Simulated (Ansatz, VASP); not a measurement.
# Au (Gold) in two plane-wave programs, part 2 of 2

One calculation is typed for both programs; each brings its own data sets. How far apart do they land? The cell is taken from a series of VASP runs on this material, whose earlier steps may have relaxed, scaled or displaced it; both programs get it as it stands. Valence electrons are named where the data sets of a main pair hold unlike numbers.

VASP 6.6.1 and Ansatz 0.2.0.

So far: Starting point; VASP: band structure, LDA; Ansatz: band structure, LDA; Comparison; Ansatz: band structure, LDA, spin-orbit coupling.

## 6. VASP: band structure, LDA, spin-orbit coupling

Level of this step: LDA, spin-orbit coupling; plane waves and PAW (Au) (VASP).

The same cell, functional (in two slightly different forms), mesh and smearing now go to VASP, with its own data sets.

Contents of INCAR:

```
SYSTEM = Au
PREC = Accurate
ENCUT = 400
EDIFF = 1E-06
NELM = 100
ISMEAR = 1
SIGMA = 0.2
LREAL = .FALSE.
ALGO = Normal
GGA = CA
LNONCOLLINEAR = .TRUE.
MAGMOM = 0 0 0
NBANDS = 22
GGA_COMPAT = .FALSE.
LASPH = .TRUE.
LSORBIT = .TRUE.
LMAXMIX = 4
LORBIT = 11
LWAVE = .FALSE.
LCHARG = .FALSE.
KPAR = 2
```

Contents of POSCAR:

```
Au
1.0
    0.0000000000      2.0295231611      2.0295231611
    2.0295231611      0.0000000000      2.0295231611
    2.0295231611      2.0295231611      0.0000000000
Au
1
Direct
    0.0000000000      0.0000000000      0.0000000000
```

Contents of KPOINTS:

```
Automatic mesh
0
Gamma
7 7 7
0 0 0
```

Contents of KPOINTS_OPT:

```
Line mode
16
Line-mode
Reciprocal
  0.00000000   0.00000000   0.00000000 GAMMA
  0.50000000   0.00000000   0.50000000 X

  0.50000000   0.00000000   0.50000000 X
  0.50000000   0.25000000   0.75000000 W

  0.50000000   0.25000000   0.75000000 W
  0.37500000   0.37500000   0.75000000 K

  0.37500000   0.37500000   0.75000000 K
  0.00000000   0.00000000   0.00000000 GAMMA

  0.00000000   0.00000000   0.00000000 GAMMA
  0.50000000   0.50000000   0.50000000 L

  0.50000000   0.50000000   0.50000000 L
  0.62500000   0.25000000   0.62500000 U

  0.62500000   0.25000000   0.62500000 U
  0.50000000   0.25000000   0.75000000 W

  0.50000000   0.25000000   0.75000000 W
  0.50000000   0.50000000   0.50000000 L

  0.50000000   0.50000000   0.50000000 L
  0.37500000   0.37500000   0.75000000 K

  0.62500000   0.25000000   0.62500000 U
  0.50000000   0.00000000   0.50000000 X
```

The projector-augmented-wave data sets are Au (LDA family, release 64).

Started as:

```bash
mpirun -np 2 vasp_ncl
```

Numbers of over 12 decimals in the logs are rounded to 6 here.

The log of the run:

```text
[... set-up lines as in an earlier step ...]
 entering main loop
       N       E                     dE             d eps       ncg     rms          rms(c)
DAV:   1     0.529766125513E+02    0.52977E+02   -0.46468E+03   928   0.760E+02
DAV:   2    -0.405797140325E+01   -0.57035E+02   -0.53321E+02  1060   0.207E+02
DAV:   3    -0.513996837035E+01   -0.10820E+01   -0.10781E+01  1000   0.283E+01
DAV:   4    -0.514488025469E+01   -0.49119E-02   -0.49116E-02   994   0.208E+00
[...]
DAV:   9    -0.479322541060E+01    0.26638E-03   -0.27223E-04   988   0.179E-01    0.119E-01
DAV:  10    -0.479322436368E+01    0.10469E-05   -0.18996E-05   952   0.500E-02    0.198E-02
DAV:  11    -0.479322455081E+01   -0.18713E-06   -0.56587E-07   736   0.718E-03
   1 F= -.47932246E+01 E0= -.47930617E+01  d E =-.488530E-03  mag=     0.0000    -0.0000     0.0000
 Start KPOINTS_OPT (optional k-point list driver)
k-point batch [1-20\160]
       N       E                     dE             ncg
DAV:   1     0.230872406323E+04   -0.30064E+04      920
DAV:   2     0.116638876128E+04   -0.11423E+04     1066
DAV:   3     0.114461212123E+04   -0.21777E+02      934
DAV:   4     0.114450254734E+04   -0.10957E+00      940
DAV:   5     0.114450138858E+04   -0.11588E-02      934
DAV:   6     0.114450137411E+04   -0.14465E-04      946
DAV:   7     0.114450137393E+04   -0.18300E-06      714
[...]
k-point batch [141-160\160]
       N       E                     dE             ncg
DAV:   1     0.241964447249E+04   -0.70350E+04      936
DAV:   2     0.134463481529E+04   -0.10750E+04     1054
DAV:   3     0.132349073181E+04   -0.21144E+02      952
DAV:   4     0.132337588763E+04   -0.11484E+00      970
DAV:   5     0.132337456575E+04   -0.13219E-02      970
DAV:   6     0.132337454827E+04   -0.17473E-04      976
DAV:   7     0.132337454805E+04   -0.22860E-06      658
```

From OUTCAR (step 6):

```text
  Total       -0.2564066     -0.2564066     -0.2564066      0.0000000     -0.0000000      0.0000000
  in kB      -24.5712780    -24.5712780    -24.5712780      0.0000000     -0.0000000      0.0000000
  external PRESSURE =     -24.5712780 kB  Pullay stress =       0.0000000 kB

 POSITION                                       TOTAL-FORCE (eV/Angst)
 -----------------------------------------------------------------------------------
      0.00000      0.00000      0.00000         0.000000     -0.000000      0.000000
 -----------------------------------------------------------------------------------
    total drift:                                0.000000     -0.000000      0.000000

  FREE ENERGIE OF THE ION-ELECTRON SYSTEM (eV)
  ---------------------------------------------------
  free  energy   TOTEN  =        -4.7932245508 eV

  energy  without entropy=       -4.7927360208  energy(sigma->0) =       -4.79306171

 magnetization (x)
# of ion       s       p       d       tot
------------------------------------------
    1       -0.000  -0.000  -0.000  -0.000

 magnetization (y)
# of ion       s       p       d       tot
------------------------------------------
    1       -0.000  -0.000   0.000  -0.000

 magnetization (z)
# of ion       s       p       d       tot
------------------------------------------
    1        0.000   0.000   0.000   0.000

[... 1 part as in an earlier step ...]

[... 2 further parts left out ...]
[key lines of the parts left out:]
E-fermi :   9.1174
```

At this level the cell is under a tension of 2.5 GPa, so at these settings it is away from equilibrium.

## 7. Comparison

What differs besides the data sets and the points named for the pairs above, as far as they apply: spin-orbit coupling enters by fully relativistic files in Ansatz and inside the spheres in VASP; the data sets hold 19 valence electrons in Ansatz (on its fully relativistic PAW (standard-fr) files) and 11 in VASP. Total energies have different zeros and are not compared.

Compared:

```
      quantity  Ansatz   VASP  difference
pressure (GPa)   -3.35  -2.46       -0.90
```

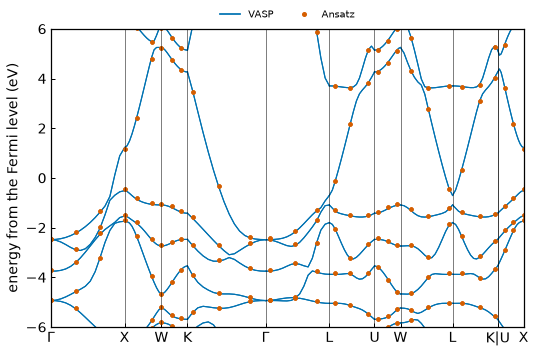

Bands from VASP (lines) and levels from Ansatz (dots). Dots without a line are higher empty bands that the VASP plot leaves out.

Levels from 3 eV below to 2 eV above the Fermi level differ by 43 meV r.m.s. and 61 meV at most; each VASP level is matched to the nearest of Ansatz, which flatters the figure a little.

## 8. What came out

| Property | Result |
| --- | --- |
| r.m.s. difference of levels near the Fermi level (band structure, LDA) | 24 meV |
| difference in pressure (band structure, LDA) | -0.52 GPa |
| r.m.s. difference of levels near the Fermi level (band structure, LDA, spin-orbit coupling) | 43 meV |
| difference in pressure (band structure, LDA, spin-orbit coupling) | -0.90 GPa |

**Reading.** The difference in pressure is -0.90 GPa (band structure, LDA, spin-orbit coupling), within the 1 GPa picked in this series as the mark of a large difference. The data sets hold unlike numbers of valence electrons (19 in Ansatz and 11 in VASP), so part of the differences comes from the potentials. Such differences can come from data sets, numerical settings and the points named under the comparisons, not from the functional's error against experiment.

[Lines on the potential files, build, host, timing and source positions are cut from VASP's logs without a mark.]

[Logs are printed without paths, hosts, clocks, repeated set-up lines and the standing remarks that a program may print on its own settings, such as how far it seeks lower states.]

[Hosts, paths, dates, database ids (printed as entryN), source tags and the programs' standing remarks are cut or masked in the printed files.]
